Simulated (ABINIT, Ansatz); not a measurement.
# CdS (Hawleyite): modes at Γ and the response to a field, part 2 of 3

Which modes does CdS (Hawleyite) have at the zone centre?

ABINIT 10.8.3; DFT LDA, scalar-relativistic, plane waves, PseudoDojo norm-conserving pseudopotentials.

So far. Step 4 (Self-consistent run for the response): The cell stands at -0.37 GPa: the relaxation ran with a smoothed and higher cutoff and on another k mesh. Step 6 (Zone-centre response): The acoustic modes at Γ come out as far as 2.3 cm⁻¹ from zero, where they should vanish, a small numerical error; the Born charges miss their sum rule by 4.8e-4 e, which is good. The relaxed cell has a = 5.758 Å (conventional setting).

## Step 7: Modes with the sum rule

anaddb reads the merged derivatives, imposes the acoustic sum rule and charge neutrality, and adds the LO-TO term along chosen directions.

anaddb.abi

```
ddb_filepath "gamma_DDB"
output_file "anaddb.abo"
outdata_prefix "anaddb"
asr 1
chneut 1
enunit 2
eivec 1
nph1l 1
qph1l 0.0 0.0 0.0 1.0
dieflag 1
nph2l 3
qph2l 
    1.0 0.0 0.0 0.0
    0.0 0.0 1.0 0.0
    1.0 1.0 1.0 0.0
```

mrgddb.in

```
gamma_DDB
merged
2
dfpt_gammao_DS2_DDB
gso_DDB
```

Started as:

```
$ mrgddb < mrgddb.in > mrgddb.log
$ OMP_NUM_THREADS=1 anaddb anaddb.abi > anaddb.log
```

anaddb.abo, the main output file:

```text
[banners, grids, parts of the stress and lines that vanish by symmetry left out]
-outvars_anaddb: echo values of input variables ----------------------

 Flags :
[...]
Dielectric Tensor and Effective Charges
[...]
Effective charge tensors after
[...]
Phonon wavevector (reduced coordinates) :  0.00000  0.00000  0.00000
 Phonon energies in Hartree :
[...]
Phonon energies in meV     :
-  0.000000E+00  0.000000E+00  0.000000E+00  3.028647E+01  3.028647E+01
-  3.028647E+01
 Phonon frequencies in cm-1    :
-  0.000000E+00  0.000000E+00  0.000000E+00  2.442768E+02  2.442768E+02
-  2.442768E+02
 Phonon frequencies in Thz     :
-  0.000000E+00  0.000000E+00  0.000000E+00  7.323235E+00  7.323235E+00
-  7.323235E+00
 Phonon energies in Kelvin  :
-  0.000000E+00  0.000000E+00  0.000000E+00  3.514599E+02  3.514599E+02
-  3.514599E+02
[...]
-  1  0.00000000E+00  0.00000000E+00 -1.94859037E-03
-     0.00000000E+00  0.00000000E+00  0.00000000E+00
-  2  0.00000000E+00  0.00000000E+00 -1.94859115E-03
-     0.00000000E+00  0.00000000E+00  0.00000000E+00
[...]
-  1  0.00000000E+00 -1.94859037E-03  0.00000000E+00
-     0.00000000E+00  0.00000000E+00  0.00000000E+00
-  2  0.00000000E+00 -1.94859115E-03  0.00000000E+00
-     0.00000000E+00  0.00000000E+00  0.00000000E+00
[...]
-  1  1.94859038E-03  0.00000000E+00  0.00000000E+00
-     0.00000000E+00  0.00000000E+00  0.00000000E+00
-  2  1.94859115E-03  0.00000000E+00  0.00000000E+00
-     0.00000000E+00  0.00000000E+00  0.00000000E+00
[...]
-  1  0.00000000E+00 -1.19094710E-07  1.04073153E-03
-     0.00000000E+00  0.00000000E+00  0.00000000E+00
-  2  0.00000000E+00  4.17499847E-07 -3.64840096E-03
-     0.00000000E+00  0.00000000E+00  0.00000000E+00
[...]
-  1  0.00000000E+00  1.04073153E-03  1.19093539E-07
-     0.00000000E+00  0.00000000E+00  0.00000000E+00
-  2 -1.67451052E-07 -3.64840096E-03 -4.17495741E-07
-     0.00000000E+00  0.00000000E+00  0.00000000E+00
[...]
-  1  1.04073153E-03  0.00000000E+00  0.00000000E+00
-     0.00000000E+00  0.00000000E+00  0.00000000E+00
-  2 -3.64840098E-03  1.67440814E-07  0.00000000E+00
-     0.00000000E+00  0.00000000E+00  0.00000000E+00
[...]
-     1          0.000000    -0.000000     0.000001     0.000001
-     2         -0.000000     0.000001     0.000000     0.000001
-     3         -0.000001    -0.000000    -0.000000     0.000001
-     4          0.000065    -0.000302     2.637687     2.637687
-     5          0.000121     2.637687     0.000302     2.637687
-     6          2.637687    -0.000121    -0.000065     2.637687
[...]
-   1     Real    0.0000E+00  0.0000E+00  0.0000E+00  0.0000E+00  0.0000E+00  0.0000E+00  0.0000E+00
[...]
-   2     Real    0.0000E+00  0.0000E+00  0.0000E+00  0.0000E+00  0.0000E+00  0.0000E+00  0.0000E+00
[...]
-   3     Real    0.0000E+00  0.0000E+00  0.0000E+00  0.0000E+00  0.0000E+00  0.0000E+00  0.0000E+00
[...]
-   4     Real    6.0211E-14  1.3114E-12  1.0014E-04 -2.8100E-13  2.4556E-09 -1.1460E-08  1.0014E-04
[...]
-   5     Real    2.1096E-13  1.0014E-04  1.3114E-12  4.5963E-09  5.2597E-13  1.1460E-08  1.0014E-04
[...]
-   6     Real    1.0014E-04  2.1093E-13  6.0237E-14 -4.5961E-09 -2.4561E-09  1.1272E-13  1.0014E-04
[...]
Phonon at Gamma, with non-analyticity in the
[...]
Phonon energies in Hartree :
[...]
Phonon energies in meV     :
-  0.000000E+00  0.000000E+00  0.000000E+00  3.028647E+01  3.028647E+01
-  3.682465E+01
 Phonon frequencies in cm-1    :
-  0.000000E+00  0.000000E+00  0.000000E+00  2.442768E+02  2.442768E+02
-  2.970108E+02
 Phonon frequencies in Thz     :
-  0.000000E+00  0.000000E+00  0.000000E+00  7.323235E+00  7.323235E+00
-  8.904160E+00
 Phonon energies in Kelvin  :
-  0.000000E+00  0.000000E+00  0.000000E+00  3.514599E+02  3.514599E+02
-  4.273323E+02
[...]
-  1  0.00000000E+00  0.00000000E+00 -1.94859037E-03
-     0.00000000E+00  0.00000000E+00  0.00000000E+00
-  2  0.00000000E+00  0.00000000E+00 -1.94859115E-03
-     0.00000000E+00  0.00000000E+00  0.00000000E+00
[...]
Phonon at Gamma, with non-analyticity in the
[...]
Phonon energies in Hartree :
[...]
Phonon energies in meV     :
-  0.000000E+00  0.000000E+00  0.000000E+00  3.028647E+01  3.028647E+01
-  3.682465E+01
 Phonon frequencies in cm-1    :
-  0.000000E+00  0.000000E+00  0.000000E+00  2.442768E+02  2.442768E+02
-  2.970108E+02
 Phonon frequencies in Thz     :
-  0.000000E+00  0.000000E+00  0.000000E+00  7.323235E+00  7.323235E+00
-  8.904160E+00
 Phonon energies in Kelvin  :
-  0.000000E+00  0.000000E+00  0.000000E+00  3.514599E+02  3.514599E+02
-  4.273323E+02
[...]
Phonon at Gamma, with non-analyticity in the
[...]
Phonon energies in Hartree :
[...]
Phonon energies in meV     :
-  0.000000E+00  0.000000E+00  0.000000E+00  3.028647E+01  3.028647E+01
-  3.682465E+01
 Phonon frequencies in cm-1    :
-  0.000000E+00  0.000000E+00  0.000000E+00  2.442768E+02  2.442768E+02
-  2.970108E+02
 Phonon frequencies in Thz     :
-  0.000000E+00  0.000000E+00  0.000000E+00  7.323235E+00  7.323235E+00
-  8.904160E+00
 Phonon energies in Kelvin  :
-  0.000000E+00  0.000000E+00  0.000000E+00  3.514599E+02  3.514599E+02
-  4.273323E+02
[...]
-  1  1.28992439E-06 -1.94858625E-03 -3.80768941E-06
-     0.00000000E+00  0.00000000E+00  0.00000000E+00
-  2  1.29000873E-06 -1.94858694E-03 -3.80760710E-06
-     0.00000000E+00  0.00000000E+00  0.00000000E+00
[...]
-  1  1.94858973E-03  1.28806671E-06  9.70911124E-07
-     0.00000000E+00  0.00000000E+00  0.00000000E+00
-  2  1.94859042E-03  1.28798340E-06  9.70827691E-07
-     0.00000000E+00  0.00000000E+00  0.00000000E+00
[...]
-  1  1.34993408E-04  6.59066198E-04 -7.94059605E-04
-     0.00000000E+00  0.00000000E+00  0.00000000E+00
-  2 -4.73234513E-04 -2.31043039E-03  2.78366490E-03
-     0.00000000E+00  0.00000000E+00  0.00000000E+00
[...]
-  1  8.38962573E-04 -5.36389007E-04 -3.02573566E-04
-     0.00000000E+00  0.00000000E+00  0.00000000E+00
-  2 -2.94107729E-03  1.88037175E-03  1.06070553E-03
-     0.00000000E+00  0.00000000E+00  0.00000000E+00
[...]
Direction                     Dielectric constant
[...]
0.00000   0.00000   1.00000      9.74708558
   1.00000   1.00000   1.00000      9.74708558
-
```

It took 0.56 s on 1 thread of Arm Neoverse V2, shared host.

This step gave:

```
mean static dielectric constant      : 9.747
highest mode moved by the LO-TO term : 297.0 cm⁻¹
```

No LO-TO term; unit eigenvectors of the mass-weighted matrix, from anaddb's displacements. The modes at Γ (shares of kinetic energy by element, %):

```tsv
mode	frequency (cm⁻¹)	symmetry	Cd %	S %
1	0.0	acoustic	78	22
2	0.0	acoustic	78	22
3	0.0	acoustic	78	22
4	244.3	T2	22	78
5	244.3	T2	22	78
6	244.3	T2	22	78
```

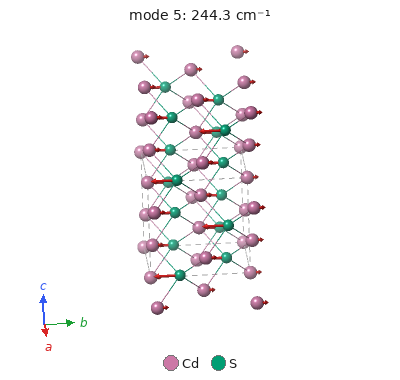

Displacement patterns of mode 5 at Γ; arrows are exaggerated. Bonds to atoms that aren't drawn are left out. 2×1×2 conventional cells are drawn. Some periodic images of atoms are drawn too.

Trace of the oscillator strength, degenerate modes summed. Lines of the infrared spectrum (strongest = 100):

```tsv
position (cm⁻¹)	lines merged	IR intensity, relative
244	3	100
```

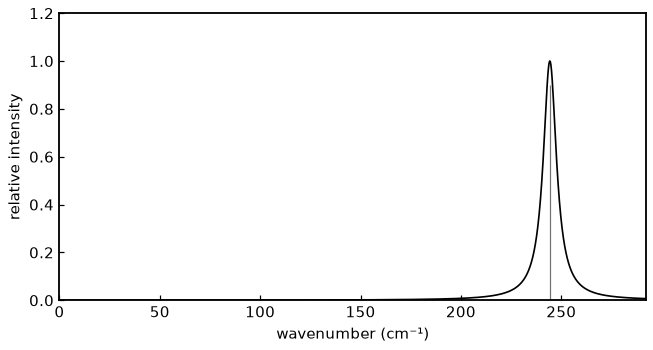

The infrared spectrum, broadened with Lorentzians of width 8 cm⁻¹; bars mark the lines.

Static dielectric tensor (ions relaxed, fixed cell):

```
9.75 0.00 0.00
0.00 9.75 0.00
0.00 0.00 9.75
```

The rule moves no optical mode by more than 0.1 cm⁻¹.

## Step 8: Sum rules set otherwise (asr 0)

Without the rule the raw error of the acoustic modes shows.

anaddb.abi, as its differences from that of step 7:

```diff
@@ -3,4 +3,4 @@
 outdata_prefix "anaddb"
-asr 1
-chneut 1
+asr 0
+chneut 0
 enunit 2
```

mrgddb.in is that of step 7.

anaddb.abo, the main output file:

```text
[banners, grids, parts of the stress and lines that vanish by symmetry left out]
-outvars_anaddb: echo values of input variables ----------------------

 Flags :
[...]
Dielectric Tensor and Effective Charges
[...]
Effective charge tensors after
[...]
Phonon wavevector (reduced coordinates) :  0.00000  0.00000  0.00000
 Phonon energies in Hartree :
[...]
Phonon energies in meV     :
-  2.800250E-01  2.800250E-01  2.800250E-01  3.028686E+01  3.028686E+01
-  3.028686E+01
 Phonon frequencies in cm-1    :
-  2.258554E+00  2.258554E+00  2.258554E+00  2.442800E+02  2.442800E+02
-  2.442800E+02
 Phonon frequencies in Thz     :
-  6.770974E-02  6.770974E-02  6.770974E-02  7.323329E+00  7.323329E+00
-  7.323329E+00
 Phonon energies in Kelvin  :
-  3.249555E+00  3.249555E+00  3.249555E+00  3.514644E+02  3.514644E+02
-  3.514644E+02
[...]
-  1  0.00000000E+00 -1.24615021E-07 -1.94854384E-03
-     0.00000000E+00  0.00000000E+00  0.00000000E+00
-  2  0.00000000E+00 -1.24628478E-07 -1.94875426E-03
-     0.00000000E+00  0.00000000E+00  0.00000000E+00
[...]
-  1  0.00000000E+00 -1.94854384E-03  1.24616205E-07
-     0.00000000E+00  0.00000000E+00  0.00000000E+00
-  2  0.00000000E+00 -1.94875426E-03  1.24629662E-07
-     0.00000000E+00  0.00000000E+00  0.00000000E+00
[...]
-  1  1.94854384E-03  0.00000000E+00  0.00000000E+00
-     0.00000000E+00  0.00000000E+00  0.00000000E+00
-  2  1.94875426E-03  0.00000000E+00  0.00000000E+00
-     0.00000000E+00  0.00000000E+00  0.00000000E+00
[...]
-  1  0.00000000E+00  0.00000000E+00 -1.04081865E-03
-     0.00000000E+00  0.00000000E+00  0.00000000E+00
-  2  0.00000000E+00  0.00000000E+00  3.64831386E-03
-     0.00000000E+00  0.00000000E+00  0.00000000E+00
[...]
-  1  0.00000000E+00 -1.04081865E-03  0.00000000E+00
-     0.00000000E+00  0.00000000E+00  0.00000000E+00
-  2 -3.16467254E-07  3.64831385E-03  0.00000000E+00
-     0.00000000E+00  0.00000000E+00  0.00000000E+00
[...]
-  1  1.04081865E-03  0.00000000E+00  0.00000000E+00
-     0.00000000E+00  0.00000000E+00  0.00000000E+00
-  2 -3.64831385E-03 -3.16467649E-07  0.00000000E+00
-     0.00000000E+00  0.00000000E+00  0.00000000E+00
[...]
-     1          0.000000    -0.000000    -0.000174     0.000174
-     2          0.000000    -0.000174     0.000000     0.000174
-     3          0.000174     0.000000     0.000000     0.000174
-     4          0.000024    -0.000031    -2.637565     2.637565
-     5          0.000229    -2.637565     0.000031     2.637565
-     6          2.637565     0.000229     0.000024     2.637565
[...]
-   1     Real    0.0000E+00  0.0000E+00  2.2978E-13  0.0000E+00  0.0000E+00  0.0000E+00  2.2978E-13
[...]
-   2     Real    0.0000E+00  2.2978E-13  0.0000E+00  0.0000E+00  0.0000E+00  0.0000E+00  2.2978E-13
[...]
-   3     Real    2.2978E-13  0.0000E+00  0.0000E+00  0.0000E+00  0.0000E+00  0.0000E+00  2.2978E-13
[...]
-   4     Real    0.0000E+00  1.3827E-14  1.0013E-04 -1.0851E-14 -9.2343E-10  1.1767E-09  1.0013E-04
[...]
-   5     Real    7.5344E-13  1.0013E-04  1.3829E-14 -8.6858E-09  1.0207E-13 -1.1767E-09  1.0013E-04
[...]
-   6     Real    1.0013E-04  7.5344E-13  0.0000E+00  8.6858E-09  9.2333E-10  8.0093E-14  1.0013E-04
[...]
Phonon at Gamma, with non-analyticity in the
[...]
Phonon energies in Hartree :
[...]
Phonon energies in meV     :
-  2.800250E-01  2.800250E-01  2.800262E-01  3.028686E+01  3.028686E+01
-  3.682423E+01
 Phonon frequencies in cm-1    :
-  2.258554E+00  2.258554E+00  2.258564E+00  2.442800E+02  2.442800E+02
-  2.970074E+02
 Phonon frequencies in Thz     :
-  6.770974E-02  6.770974E-02  6.771003E-02  7.323329E+00  7.323329E+00
-  8.904058E+00
 Phonon energies in Kelvin  :
-  3.249555E+00  3.249555E+00  3.249569E+00  3.514644E+02  3.514644E+02
-  4.273274E+02
[...]
-  1  0.00000000E+00 -1.24617843E-07 -1.94854384E-03
-     0.00000000E+00  0.00000000E+00  0.00000000E+00
-  2  0.00000000E+00 -1.24631300E-07 -1.94875426E-03
-     0.00000000E+00  0.00000000E+00  0.00000000E+00
[...]
Phonon at Gamma, with non-analyticity in the
[...]
Phonon energies in Hartree :
[...]
Phonon energies in meV     :
-  2.800250E-01  2.800250E-01  2.800262E-01  3.028686E+01  3.028686E+01
-  3.682423E+01
 Phonon frequencies in cm-1    :
-  2.258554E+00  2.258554E+00  2.258564E+00  2.442800E+02  2.442800E+02
-  2.970074E+02
 Phonon frequencies in Thz     :
-  6.770974E-02  6.770974E-02  6.771003E-02  7.323329E+00  7.323329E+00
-  8.904058E+00
 Phonon energies in Kelvin  :
-  3.249555E+00  3.249555E+00  3.249569E+00  3.514644E+02  3.514644E+02
-  4.273274E+02
[...]
Phonon at Gamma, with non-analyticity in the
[...]
Phonon energies in Hartree :
[...]
Phonon energies in meV     :
-  2.800250E-01  2.800250E-01  2.800262E-01  3.028686E+01  3.028686E+01
-  3.682423E+01
 Phonon frequencies in cm-1    :
-  2.258554E+00  2.258554E+00  2.258564E+00  2.442800E+02  2.442800E+02
-  2.970074E+02
 Phonon frequencies in Thz     :
-  6.770974E-02  6.770974E-02  6.771003E-02  7.323329E+00  7.323329E+00
-  8.904058E+00
 Phonon energies in Kelvin  :
-  3.249555E+00  3.249555E+00  3.249569E+00  3.514644E+02  3.514644E+02
-  4.273274E+02
[...]
-  1  1.57557456E-03 -9.60884407E-04 -6.25371145E-04
-     0.00000000E+00  0.00000000E+00  0.00000000E+00
-  2  1.57574457E-03 -9.60988305E-04 -6.25438811E-04
-     0.00000000E+00  0.00000000E+00  0.00000000E+00
[...]
-  1  1.13020704E-03  1.12347426E-03  1.12124835E-03
-     0.00000000E+00  0.00000000E+00  0.00000000E+00
-  2  1.13037106E-03  1.12363755E-03  1.12141139E-03
-     0.00000000E+00  0.00000000E+00  0.00000000E+00
[...]
-  1  1.35110485E-04  6.59053732E-04 -7.94164218E-04
-     0.00000000E+00  0.00000000E+00  0.00000000E+00
-  2 -4.73593988E-04 -2.31013814E-03  2.78373213E-03
-     0.00000000E+00  0.00000000E+00  0.00000000E+00
[...]
-  1  8.39015775E-04 -5.36517000E-04 -3.02498775E-04
-     0.00000000E+00  0.00000000E+00  0.00000000E+00
-  2 -2.94094737E-03  1.88061811E-03  1.06032926E-03
-     0.00000000E+00  0.00000000E+00  0.00000000E+00
[...]
Direction                     Dielectric constant
[...]
0.00000   0.00000   1.00000      9.74661313
   1.00000   1.00000   1.00000      9.74661313
-
```

Elapsed: 0.51 s, on 1 thread.

Zone-centre frequencies as printed; negative means imaginary. Modes:

```tsv
mode	frequency (cm⁻¹)
1	2.26
2	2.26
3	2.26
4	244.3
5	244.3
6	244.3
```

[end of part 2 of 3]

[Host names and launcher messages were left out of these logs when they were recorded.]

[Logs are printed without paths, hosts, clocks, repeated set-up lines and the standing remarks that a program may print on its own settings, such as how far it seeks lower states.]

[Hosts, paths, dates, database ids (printed as entryN), source tags and the programs' standing remarks are cut or masked in the printed files.]
